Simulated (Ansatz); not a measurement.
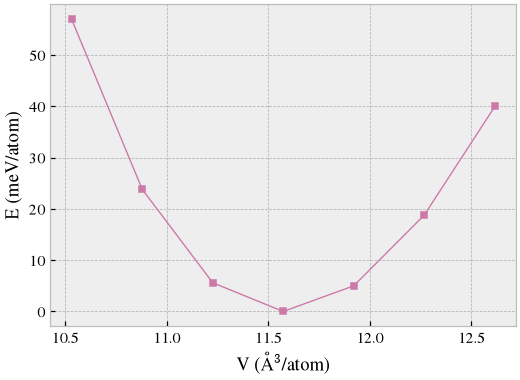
*ZnSnN$_{2}$ in space group R-3m (No. 166; Zn on 3a, Sn on 3b, N on 6c) under volume change, PBE (plane waves, PAW; program Ansatz), shape and atoms relaxed at each volume.*

Problem. What does a third-order Birch–Murnaghan fit give for V₀, B₀ and B′?

Solution. V₀ = 11.57 Å³/atom, B₀ = 162 GPa, B′ = 4.9.

The start of the workflow was typed in or built on a structure type; neither database checked (COD, Materials Project) lists it. Its standing as an ambient phase is unchecked. The PBE relaxation kept the symmetry of its start; its stability against distortions is not shown here. Its formation energy is positive at this level, so the cell may be metastable or incomplete. Spin–orbit coupling is left out wherever it is not named.

Potentials: the earlier of the program's two PAW sets.
